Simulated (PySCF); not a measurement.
SMILES C#C[SiH2][SiH2]c1ccco1 (C6H8OSi2) at its GFN2-xTB optimised geometry (Å):

```
17

C     -1.1121     0.3364    -3.9251
C     -1.6665    -0.1582    -2.9793
Si    -2.4396    -0.9201    -1.4794
Si    -0.7673    -1.6196    -0.0375
C      0.5469    -0.2860     0.0000
C      1.9149    -0.2860     0.0000
C      2.3248     1.0661     0.0000
C      1.1775     1.7987    -0.0020
O      0.1044     0.9974    -0.0031
H     -0.6401     0.7718    -4.7592
H     -3.2866    -2.0186    -1.9701
H     -3.3283     0.1071    -0.9161
H     -0.0761    -2.8569    -0.4213
H     -1.2470    -1.8225     1.3399
H      2.5459    -1.1515     0.0004
H      3.3283     1.4406     0.0006
H      1.0031     2.8569    -0.0023
```

Calculation: CAM-B3LYP/def2-SVP in PySCF 2.14.0. Cells within 0.4 Å of a nucleus heavier than hydrogen are left out (blank, or x).

Map of the deformation density (molecule minus spherical neutral atoms) (e/bohr³) on the plane z = 0.0 Å:

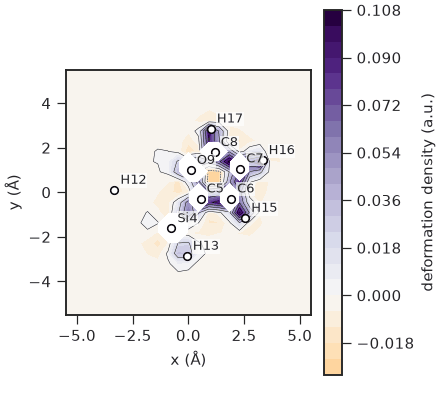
Deformation density (molecule minus spherical neutral atoms) (e/bohr³) on the plane z = 0.0 Å.
